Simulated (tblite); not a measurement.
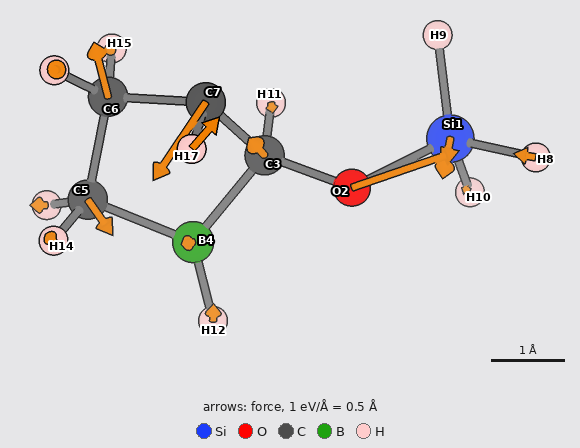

Starting geometry of C₄H₁₀BOSi (multiplicity 2) with the computed forces as orange arrows. A ball-and-stick model, seen at a tilt.

Level of theory: tblite, GFN2-xTB geometry optimisation, gas phase. 

Q: What follows when this structure is relaxed?

A: It isn't relaxed: the largest force vector, on the O atom, is 3.35 eV/Å. The final displacements have little in common with the starting forces (cosine between the two patterns 0.19). An H atom moves most after the best rigid fit: 1.44 Å. Largest moves by element: H 1.44 Å, O 0.92 Å, C 0.49 Å, B 0.38 Å, Si 0.29 Å. Near-neighbour distances that change, for instance: B–C 2.394 → 1.729 Å, O–Si 1.717 → 1.621 Å, C–C 1.526 → 1.440 Å, B–C 1.591 → 1.673 Å. Among the angles between lasting bonds that change: B–C–C 100.3° → 67.0°, C–C–H 104.5° → 124.2°, Si–O–C 114.2° → 131.3°. The energy falls by 1.276 eV in 151 geometry steps.
